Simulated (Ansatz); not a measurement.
## Nb wire along [100], 16 atoms a period: bands along the axis

Wanted: the relaxed geometry and the bands of the Nb wire along [100], 16 atoms a period.

Calculated with Ansatz 0.2.0; DFT PBE, plane waves, PAW; relaxation of a wire's period; PAW set soft_1, in the first sound run; inputs show where later runs differ.

### Step 1. The structure

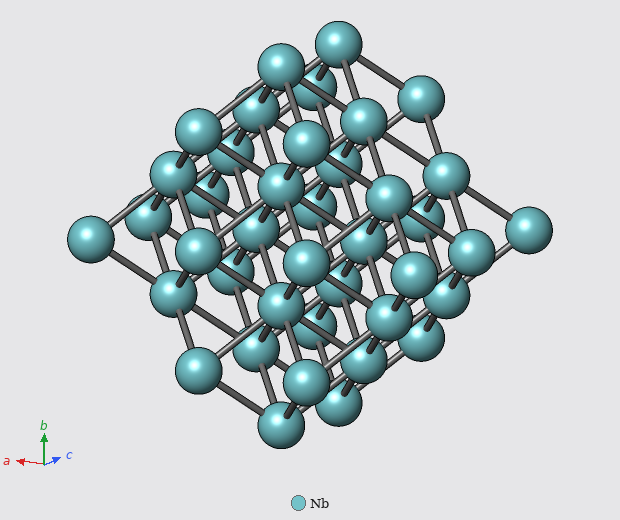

The starting structure, seen at a slant to the c axis (niobium teal). 1×1×2 cells are drawn. Some periodic images of atoms are drawn too.

The cell holds 16 atoms: 16 Nb. Cell: a = 16.730 Å, b = 16.730 Å, c = 3.310 Å, α = 90.0°, β = 90.0°, γ = 90.0°. Vacuum lies along a and b. The structure's axis is c.

### Step 2. Relaxing the period

Band widths follow the bond lengths, so the wire is relaxed first. The atoms and the third cell vector are free; the box across stays fixed as vacuum. A Fermi-Dirac smearing is set since the result may be a metal. The pressure printed is a third of the stress's trace over the whole box, vacuum included; only the stress along the axis is relaxed.

Contents of input.yaml:

```yaml
crystal:
  lattice:
    - [16.73, 0.0, 0.0]
    - [0.0, 16.73, 0.0]
    - [0.0, 0.0, 3.31]
  atoms:
    - { symbol: Nb, position: [0.203227735, 0.5, 0.0] }
    - { symbol: Nb, position: [0.401075912, 0.302151823, 0.0] }
    - { symbol: Nb, position: [0.401075912, 0.5, 0.0] }
    - { symbol: Nb, position: [0.401075912, 0.697848177, 0.0] }
    - { symbol: Nb, position: [0.598924088, 0.302151823, 0.0] }
    - { symbol: Nb, position: [0.598924088, 0.5, 0.0] }
    - { symbol: Nb, position: [0.598924088, 0.697848177, 0.0] }
    - { symbol: Nb, position: [0.796772265, 0.5, 0.0] }
    - { symbol: Nb, position: [0.302151823, 0.401075912, 0.5] }
    - { symbol: Nb, position: [0.302151823, 0.598924088, 0.5] }
    - { symbol: Nb, position: [0.5, 0.203227735, 0.5] }
    - { symbol: Nb, position: [0.5, 0.401075912, 0.5] }
    - { symbol: Nb, position: [0.5, 0.598924088, 0.5] }
    - { symbol: Nb, position: [0.5, 0.796772265, 0.5] }
    - { symbol: Nb, position: [0.697848177, 0.401075912, 0.5] }
    - { symbol: Nb, position: [0.697848177, 0.598924088, 0.5] }
kpoints:
  mp_grid: { grid: [1, 1, 25] }
scf:
  occupations: { method: fermi_dirac, width: 0.05 }
hamiltonian:
  xc: pbe
  pseudopotentials: { kind: paw, azcp: { folder: soft_1 } }
relax:
  cell: { fix: [a, b, alpha, beta, gamma] }
  max_steps: 45
  f_tol: 0.03
```

The run is started by

```bash
ansatz run input.yaml --threads 4 --pin off --max-ram 16384MiB --backend cpu --events-out ev --progress --plain --runs-dir out
```

Numbers of over 12 decimals in the logs are rounded to 6 here.

Log:

```text
Engine: ansatz 0.2.0, aarch64-unknown-linux-gnu
Pseudopotentials: kind: paw
Pseudopotential: Nb, paw, valence charge 13, recommended cutoff 420 eV (normal), soft_1/Nb.paw.azcp
Functional definition: PBE
  parameter kappa = 0.804
  parameter beta = 0.066725
  exchange = pbe_x(kappa = kappa, mu = beta*pi^2/3)
  correlation = pbe_c(beta = beta)
Crystal: 16 atoms, lattice volume = 926.445 Å³
Basis set: ecut = 420 eV, 18171 PW (Γ), exchange–correlation on 240×240×48 points (8 copies of the dense FFT grid, shifted against one another)
Bands: 125, of which v1, the nominal top of the filled ones, is band 104 counted from 1 (103 counted from 0)
Symmetry: 16 space group operations
Space group: P42/mmc (ITA 131), of the structure as read, at distance tolerance 9.7e-5 Å
k-points: 13 of 25
Non-local potential: Nb, projectors of the file, l = 0: 3, l = 1: 2, l = 2: 2, l = 3: 1
PAW form: soft (Blöchl's): semilocal exchange-correlation on the pseudo side does not see the compensation charge
PAW one-centre angular grid: Nb, 590 points (default); XC on 64 Gauss nodes
Initial density: superposition of atomic densities (neutral atoms: chi_scale 0, normalization atom)
Initial wavefunctions: pseudopotential atomic-orbital guess
Functional: x = pbe(κ = 0.804, μ = 0.219515), c = pbe(β = 0.066725)
SCF iter   1: F=—  HF=-72840.098338 eV  |F-HF|=—  |Δ(HF+E_count)|=         —  Δρ=5.38e-2  dr2=2.08e2  ethr=3.10e-3  ⟨swp⟩=11.2  Hψ=7897  notcnv=0  defer=1
preconditioner: auto → LDOS  [metal: Δε(μ)=0.011 eV  Ē_g=3.547 eV  σ=0.050 eV  W_gap=0.06  n_scr=142 (ndim 8)  ℏωp=10.9 eV  f_vac=0.536  D(μ)=11.73/eV (n_scr^D=48)  β→1.0]
SCF iter   2: F=—  HF=-72883.764796 eV  |F-HF|=—  |Δ(HF+E_count)|=    4.37e1  Δρ=1.13e-1  dr2=1.77e3  ethr=3.10e-3  ⟨swp⟩=9.7  Hψ=8414  notcnv=0  defer=44  recentre
SCF iter   3: F=—  HF=-72825.428731 eV  |F-HF|=—  |Δ(HF+E_count)|=    5.83e1  Δρ=3.00e-2  dr2=8.22e1  ethr=3.10e-3  ⟨swp⟩=6.4  Hψ=5986  notcnv=0  defer=9
SCF iter   4: F=—  HF=-72820.223620 eV  |F-HF|=—  |Δ(HF+E_count)|=    5.21e0  Δρ=6.17e-3  dr2=1.23e0  ethr=3.10e-3  ⟨swp⟩=4.5  Hψ=3187  notcnv=0  defer=26
SCF iter   5: F=—  HF=-72820.161507 eV  |F-HF|=—  |Δ(HF+E_count)|=   6.21e-2  Δρ=3.16e-3  dr2=5.16e-1  ethr=5.93e-4  ⟨swp⟩=4.4  Hψ=2628  notcnv=0  defer=27
SCF iter   6: F=—  HF=-72820.149261 eV  |F-HF|=—  |Δ(HF+E_count)|=   1.22e-2  Δρ=1.39e-3  dr2=1.49e-1  ethr=2.48e-4  ⟨swp⟩=3.4  Hψ=2158  notcnv=0  defer=24
SCF iter   7: F=—  HF=-72820.148594 eV  |F-HF|=—  |Δ(HF+E_count)|=   6.67e-4  Δρ=6.03e-4  dr2=1.86e-2  ethr=7.17e-5  ⟨swp⟩=1.5  Hψ=1705  notcnv=0  defer=23
SCF iter   8: F=—  HF=-72820.148926 eV  |F-HF|=—  |Δ(HF+E_count)|=   3.32e-4  Δρ=1.64e-4  dr2=2.41e-4  ethr=8.92e-6  ⟨swp⟩=2.0  Hψ=2108  notcnv=0  defer=23
SCF iter   9: F=—  HF=-72820.149100 eV  |F-HF|=—  |Δ(HF+E_count)|=   1.74e-4  Δρ=5.95e-5  dr2=8.13e-5  ethr=1.16e-7  ⟨swp⟩=3.1  Hψ=2836  notcnv=0  defer=23
SCF iter  10: F=—  HF=-72820.149096 eV  |F-HF|=—  |Δ(HF+E_count)|=   3.98e-6  Δρ=2.10e-5  dr2=6.62e-6  ethr=3.91e-8  ⟨swp⟩=2.0  Hψ=2149  notcnv=0  defer=23
SCF iter  11: F=—  HF=-72820.149101 eV  |F-HF|=—  |Δ(HF+E_count)|=   5.07e-6  Δρ=6.89e-6  dr2=4.14e-7  ethr=3.18e-9  ⟨swp⟩=2.8  Hψ=3016  notcnv=0  defer=23
SCF iter  12: F=-72820.149102 eV  HF=-72820.149102 eV  |F-HF|=2.84e-8  |Δ(HF+E_count)|=   5.58e-7  Δρ=2.20e-6  dr2=5.75e-8  ethr=4.81e-11  ⟨swp⟩=6.3  Hψ=6225  notcnv=0
SCF 1 converged in 12 iterations: F = -72820.149102 eV  dr2 = 5.75e-8
  greatest PAW one-centre occupation: 0.998 electrons in one spin orbital (limit 2), on the Nb atom at site 12 (counted from 0), in its partial waves of l = 0
relax step   1: F+E_penalty+E_count = -72820.14910158 eV  Δ(F+E_penalty+E_count) = +0.000e0 eV  max|allowed force component| = 2.381e0 eV/Å  Δτ_max = 0.0000 Å  P = -4.151 GPa  Ω = 926.445 Å³  fix = [a, b, alpha, beta, gamma]  reactions: a -3.896, b -3.896 GPa  (12 SCF iters, dr2 threshold 1.00e-7 eV, accepted)
Crystal: 16 atoms, lattice volume = 903.623 Å³
Basis set: ecut = 420 eV, 17707 PW (Γ), exchange–correlation on 240×240×48 points (8 copies of the dense FFT grid, shifted against one another)
Initial density: handed on by an earlier stage of this run
Initial wavefunctions: those handed on with the density
iter 1 solved again at ethr=7.83e-4 eV; its pass at ethr=3.10e-3 eV (dr2=1.63e0 eV) is discarded
SCF iter   1: F=—  HF=-72822.290571 eV  |F-HF|=—  |Δ(HF+E_count)|=         —  Δρ=9.79e-3  dr2=1.65e0  ethr=7.83e-4  ⟨swp⟩=2.2  Hψ=9210  notcnv=0
preconditioner: auto → LDOS  [metal: Δε(μ)=0.015 eV  Ē_g=2.970 eV  σ=0.050 eV  W_gap=0.08  n_scr=142 (ndim 8)  ℏωp=11.0 eV  f_vac=0.562  D(μ)=22.19/eV (n_scr^D=122)  β→1.0]
SCF iter   2: F=—  HF=-72822.129939 eV  |F-HF|=—  |Δ(HF+E_count)|=   1.61e-1  Δρ=5.38e-3  dr2=8.10e-1  ethr=7.83e-4  ⟨swp⟩=3.8  Hψ=3232  notcnv=0  defer=1
SCF iter   3: F=—  HF=-72822.035619 eV  |F-HF|=—  |Δ(HF+E_count)|=   9.43e-2  Δρ=1.60e-3  dr2=8.23e-2  ethr=3.90e-4  ⟨swp⟩=3.1  Hψ=3067  notcnv=0  defer=16
SCF iter   4: F=—  HF=-72822.024239 eV  |F-HF|=—  |Δ(HF+E_count)|=   1.14e-2  Δρ=4.40e-4  dr2=2.87e-3  ethr=3.96e-5  ⟨swp⟩=2.8  Hψ=3074  notcnv=0  defer=20
SCF iter   5: F=—  HF=-72822.025059 eV  |F-HF|=—  |Δ(HF+E_count)|=   8.20e-4  Δρ=1.39e-4  dr2=2.49e-4  ethr=1.38e-6  ⟨swp⟩=2.0  Hψ=2275  notcnv=0  defer=20
SCF iter   6: F=—  HF=-72822.025313 eV  |F-HF|=—  |Δ(HF+E_count)|=   2.54e-4  Δρ=4.46e-5  dr2=1.93e-5  ethr=1.20e-7  ⟨swp⟩=2.2  Hψ=2205  notcnv=0  defer=20
SCF iter   7: F=—  HF=-72822.025333 eV  |F-HF|=—  |Δ(HF+E_count)|=   1.96e-5  Δρ=1.48e-5  dr2=2.64e-6  ethr=9.28e-9  ⟨swp⟩=2.5  Hψ=2821  notcnv=0  defer=20
SCF iter   8: F=-72822.025334 eV  HF=-72822.025334 eV  |F-HF|=1.46e-7  |Δ(HF+E_count)|=   1.42e-6  Δρ=5.72e-6  dr2=6.30e-7  ethr=7.69e-10  ⟨swp⟩=5.2  Hψ=5659  notcnv=0
SCF 2 converged in 8 iterations: F = -72822.025334 eV  dr2 = 6.30e-7
  greatest PAW one-centre occupation: 0.998 electrons in one spin orbital (limit 2), on the Nb atom at site 5 (counted from 0), in its partial waves of l = 0
relax step   2: F+E_penalty+E_count = -72822.02533383 eV  Δ(F+E_penalty+E_count) = -1.876e0 eV  max|allowed force component| = 4.441e-1 eV/Å  Δτ_max = 0.1949 Å  P = -1.058 GPa  Ω = 903.623 Å³  energy of the carried Pulay correction = +9.293e-4 eV  fix = [a, b, alpha, beta, gamma]  reactions: a -1.073, b -1.073 GPa  (8 SCF iters, dr2 threshold 1.60e-6 eV, accepted)
Crystal: 16 atoms, lattice volume = 900.905 Å³
Basis set: ecut = 420 eV, 17675 PW (Γ), exchange–correlation on 240×240×48 points (8 copies of the dense FFT grid, shifted against one another)
[...]
SCF iter   6: F=—  HF=-72822.041903 eV  |F-HF|=—  |Δ(HF+E_count)|=   8.44e-5  Δρ=3.20e-5  dr2=1.07e-5  ethr=5.68e-8  ⟨swp⟩=3.2  Hψ=2967  notcnv=0  defer=28
SCF iter   7: F=-72822.041913 eV  HF=-72822.041912 eV  |F-HF|=4.73e-7  |Δ(HF+E_count)|=   8.85e-6  Δρ=1.11e-5  dr2=1.59e-6  ethr=7.69e-10  ⟨swp⟩=5.8  Hψ=6210  notcnv=0
SCF 3 converged in 7 iterations: F = -72822.041913 eV  dr2 = 1.59e-6
relax step   3: F+E_penalty+E_count = -72822.04191260 eV  Δ(F+E_penalty+E_count) = -1.658e-2 eV  max|allowed force component| = 4.453e-1 eV/Å  Δτ_max = 0.0764 Å  P = +0.826 GPa  Ω = 900.905 Å³  energy of the carried Pulay correction = +1.041e-3 eV  fix = [a, b, alpha, beta, gamma]  reactions: a +0.850, b +0.850 GPa  (7 SCF iters, dr2 threshold 1.60e-6 eV, accepted)
[...]
relax step   4: F+E_penalty+E_count = -72822.12456430 eV  Δ(F+E_penalty+E_count) = -8.265e-2 eV  max|allowed force component| = 1.201e-1 eV/Å  Δτ_max = 0.0419 Å  P = +0.018 GPa  Ω = 902.180 Å³  energy of the carried Pulay correction = +9.888e-4 eV  fix = [a, b, alpha, beta, gamma]  reactions: a +0.017, b +0.017 GPa  (7 SCF iters, dr2 threshold 1.60e-6 eV, accepted)
[...]
relax step   5: F+E_penalty+E_count = -72822.12677080 eV  Δ(F+E_penalty+E_count) = -2.206e-3 eV  max|allowed force component| = 3.640e-2 eV/Å  Δτ_max = 0.0067 Å  P = -0.036 GPa  Ω = 902.309 Å³  energy of the carried Pulay correction = +9.835e-4 eV  fix = [a, b, alpha, beta, gamma]  reactions: a -0.034, b -0.034 GPa  (6 SCF iters, dr2 threshold 9.01e-7 eV, accepted)
[...]
relax step   6: F+E_penalty+E_count = -72822.12704042 eV  Δ(F+E_penalty+E_count) = -2.696e-4 eV  max|allowed force component| = 1.248e-3 eV/Å  Δτ_max = 0.0023 Å  P = +0.001 GPa  Ω = 902.190 Å³  energy of the carried Pulay correction = +9.884e-4 eV  fix = [a, b, alpha, beta, gamma]  reactions: a +0.001, b +0.001 GPa  (5 SCF iters, dr2 threshold 8.28e-8 eV, accepted)
Initial wavefunctions: pseudopotential atomic-orbital guess (no wavefunctions were taken with the density)
iter 1 solved again at ethr=1.68e-6 eV; its pass at ethr=3.10e-3 eV (dr2=3.50e-3 eV) is discarded
SCF iter   1: F=—  HF=-72822.126034 eV  |F-HF|=—  |Δ(HF+E_count)|=         —  Δρ=2.51e-5  dr2=7.88e-7  ethr=1.68e-6  ⟨swp⟩=4.6  Hψ=11892  notcnv=0
eigensolver tolerance schedule: the retry pair's looser diagonalisation over-reported the residual by 4435.73 of it (diagonalisation noise at an unbounded share of the residual, at the tolerance the schedule requests for it); recorded, not acted on — ethr = c·dr2/N_el stays at c = 1.0e-1
preconditioner: auto → LDOS  [metal: Δε(μ)=0.009 eV  Ē_g=2.993 eV  σ=0.050 eV  W_gap=0.04  n_scr=142 (ndim 8)  ℏωp=11.1 eV  f_vac=0.569  D(μ)=23.53/eV (n_scr^D=142)  β→1.0]
SCF iter   2: F=—  HF=-72822.126054 eV  |F-HF|=—  |Δ(HF+E_count)|=   1.97e-5  Δρ=3.40e-6  dr2=1.15e-7  ethr=3.79e-10  ⟨swp⟩=4.1  Hψ=4151  notcnv=0
SCF iter   3: F=—  HF=-72822.126054 eV  |F-HF|=—  |Δ(HF+E_count)|=   1.11e-8  Δρ=1.49e-6  dr2=5.65e-8  ethr=5.52e-11  ⟨swp⟩=2.2  Hψ=2895  notcnv=0
SCF iter   4: F=—  HF=-72822.126054 eV  |F-HF|=—  |Δ(HF+E_count)|=   5.38e-9  Δρ=6.06e-7  dr2=4.34e-9  ethr=2.72e-11  ⟨swp⟩=2.5  Hψ=2802  notcnv=0
SCF iter   5: F=—  HF=-72822.126054 eV  |F-HF|=—  |Δ(HF+E_count)|=  5.68e-10  Δρ=1.99e-7  dr2=6.11e-10  ethr=2.09e-12  ⟨swp⟩=2.5  Hψ=2856  notcnv=0
SCF iter   6: F=-72822.126054 eV  HF=-72822.126054 eV  |F-HF|=2.91e-11  |Δ(HF+E_count)|=  4.37e-11  Δρ=5.71e-8  dr2=4.97e-11  ethr=1.00e-12  ⟨swp⟩=5.2  Hψ=5900  notcnv=0
SCF 7 converged in 6 iterations: F = -72822.126054 eV  dr2 = 4.97e-11
relax step   7: F+E_penalty+E_count = -72822.12605385 eV  Δ(F+E_penalty+E_count) = +9.866e-4 eV  max|allowed force component| = 1.333e-3 eV/Å  Δτ_max = 0.0000 Å  P = +0.001 GPa  Ω = 902.190 Å³  fix = [a, b, alpha, beta, gamma]  reactions: a +0.002, b +0.002 GPa  stress off target by 6.96e-4 GPa on what of the cell is left free  SCF on the basis re-selected at this cell (its energy is not comparable with the rows above)  (6 SCF iters)
basis re-selected at this cell: Δ(F+E_penalty+E_count) = +9.866e-4 eV, ΔP = +0.001 GPa vs the last step (what re-selecting the basis moved, of the pressure what is left beyond the Pulay correction that the steps carried, after the strain that the cell walked since its last selection, with what the two solves' SCF thresholds leave and, on support functions, any second-order correction that the steps lacked; it is no m [...]
SCF converged after 6 iterations
Free energy (F): -72822.126054 eV
Harris-Foulkes:  -72822.126054 eV  (|F-HF|=2.91e-11)
Internal energy: -72821.937697 eV  (E = F + TS)
E sigma→0 (E₀):  -72822.031875 eV
Entropy (-TS):   -0.188357 eV (-11.772 meV/atom)
Fermi energy:    3.203356 eV
--- Per-component energies (eV) ---
  E_band       = -4151.854105
  E_kinetic    = 5968.673841
  E_local      = -115994.413894  (includes V_loc(G=0)·N_el)
  E_nonlocal   = 1539.547719
  E_hartree    = 54710.728518
  E_xc         = -2639.645361
  E_vxc        = -3194.003705  (∫ρ·V_xc dr)
  E_paw        = -49321.211010  (= ΣΔE_a)
  E_vpaw       = -1893.116662  (= ΣTr[D̂ρ^β])
  E_aug_tail   = 0.000702  (compensation charges beyond the density's cutoff)
  E_ewald      = 32914.381788
  E_smearing   = -0.188357  (= −TS)
  E_closure    = 0.000000  (closes the sum)
  Σ components = -72822.126054   (vs F -72822.126054, Δ=0.00e0)
--- Forces (eV/Å), atoms counted from 1 ---
  atom   1  Nb     0.00092793     0.00000000     0.00000000
  atom   2  Nb    -0.00133255    -0.00031320     0.00000000
  atom   3  Nb     0.00121003     0.00000000     0.00000000
  atom   4  Nb    -0.00133255     0.00031320     0.00000000
  atom   5  Nb     0.00133255    -0.00031320     0.00000000
  atom   6  Nb    -0.00121003     0.00000000     0.00000000
  atom   7  Nb     0.00133255     0.00031320     0.00000000
  atom   8  Nb    -0.00092793     0.00000000     0.00000000
  atom   9  Nb    -0.00031320    -0.00133255     0.00000000
  atom  10  Nb    -0.00031320     0.00133255     0.00000000
  atom  11  Nb     0.00000000     0.00092793     0.00000000
  atom  12  Nb     0.00000000     0.00121003     0.00000000
  atom  13  Nb     0.00000000    -0.00121003     0.00000000
  atom  14  Nb     0.00000000    -0.00092793     0.00000000
  atom  15  Nb     0.00031320    -0.00133255     0.00000000
  atom  16  Nb     0.00031320     0.00133255     0.00000000
  max |Σ_I F_I| component: 2.17e-19 eV/Å
--- Stress (GPa, compression-positive) ---
        0.002376       0.000000       0.000000
        0.000000       0.002376       0.000000
        0.000000       0.000000      -0.000696
  P = ⅓ Tr σ = 0.0014 GPa (0.014 kbar)
--- Relaxed structure (6 steps of the walk, 6 accepted, 1 SCFs on fresh bases) ---
  F+E_penalty+E_count = -72822.12605385 eV   max|allowed force component| = 1.333e-3 eV/Å   (the final SCF, on the basis selected at the relaxed cell)
  cell:  # Å, volume = 902.1903 Å³
    - [16.73, 0.0, 0.0]
    - [0.0, 16.73, 0.0]
    - [0.0, 0.0, 3.223341]
  atoms:
    - { symbol: Nb, position: [0.218611, 0.5, 0.0] }
    - { symbol: Nb, position: [0.405063, 0.302914, 0.0] }
    - { symbol: Nb, position: [0.402099, 0.5, 0.0] }
    - { symbol: Nb, position: [0.405063, 0.697086, 0.0] }
    - { symbol: Nb, position: [0.594937, 0.302914, 0.0] }
    - { symbol: Nb, position: [0.597901, 0.5, 0.0] }
    - { symbol: Nb, position: [0.594937, 0.697086, 0.0] }
    - { symbol: Nb, position: [0.781389, 0.5, 0.0] }
    - { symbol: Nb, position: [0.302914, 0.405063, 0.500000] }
    - { symbol: Nb, position: [0.302914, 0.594937, 0.500000] }
    - { symbol: Nb, position: [0.5, 0.218611, 0.500000] }
    - { symbol: Nb, position: [0.5, 0.402099, 0.500000] }
    - { symbol: Nb, position: [0.5, 0.597901, 0.500000] }
    - { symbol: Nb, position: [0.5, 0.781389, 0.500000] }
    - { symbol: Nb, position: [0.697086, 0.405063, 0.500000] }
    - { symbol: Nb, position: [0.697086, 0.594937, 0.500000] }
```

Wall time 6 min (4 threads of Arm Neoverse N1, shared host); peak memory 3 GiB; 24 min of CPU time.

(Part 1 of 2 ends here.)

[Logs are printed without paths, hosts, clocks, repeated set-up lines and the standing remarks that a program may print on its own settings, such as how far it seeks lower states.]

[Hosts, paths, dates, database ids (printed as entryN), source tags and the programs' standing remarks are cut or masked in the printed files.]
